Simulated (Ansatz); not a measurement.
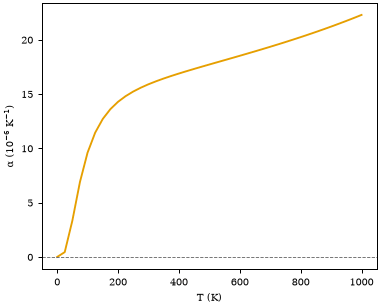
Fig. 1. Linear thermal expansion of Cu in the fcc (Cu type) structure from quasi-harmonic approximation, r2SCAN density-functional theory in Ansatz (plane waves, PAW)

Q: Read off α at 600 K, and say whether it is negative anywhere.

A: About 19 × 10⁻⁶ K⁻¹. It is not negative in the range shown.

The PAW data sets were generated under PBE and serve the other functionals too.

Ansatz is a first-principles code.
